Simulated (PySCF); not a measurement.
C2H4SSi, SMILES S[SiH2]C#C, singlet at its B3LYP/def2-SVP optimised geometry (Å):

```
8

C      1.3944     0.6786     0.0000
C      0.1765     0.6786     0.0000
Si    -1.6598     0.6598     0.0081
S     -2.4696    -0.9065    -1.2395
H      2.4696     0.6809    -0.0033
H     -2.1155     0.5206     1.4180
H     -2.1803     1.9198    -0.5825
H     -1.9401    -1.9198    -0.5137
```

Level of theory: B3LYP/def2-TZVP in PySCF.

Map of the deformation density (molecule minus spherical neutral atoms) (e/bohr³) on the plane z = 1.5 Å:

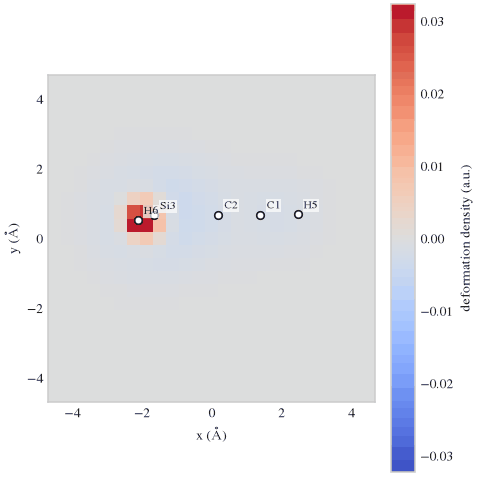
Figure: Deformation density (molecule minus spherical neutral atoms) (e/bohr³) on the plane z = 1.5 Å.
